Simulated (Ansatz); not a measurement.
Start from SiC (space group P6_3mc, No. 186; a = 3.078 Å, c = 10.076 Å).

Perturbation: the cell is scaled by 0.9948 in all directions; the atoms relax in the strained cell.

Computed with Ansatz (a quantum-chemistry and plane-wave program) r2SCAN, no spin-orbit coupling.

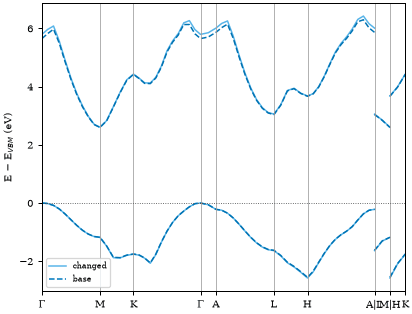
Highest valence and lowest conduction band along the path, each from its own valence-band maximum

The gap is 2.61 eV, indirect, Γ → M; the base has 2.60 eV.

No phonon test of stability was made.
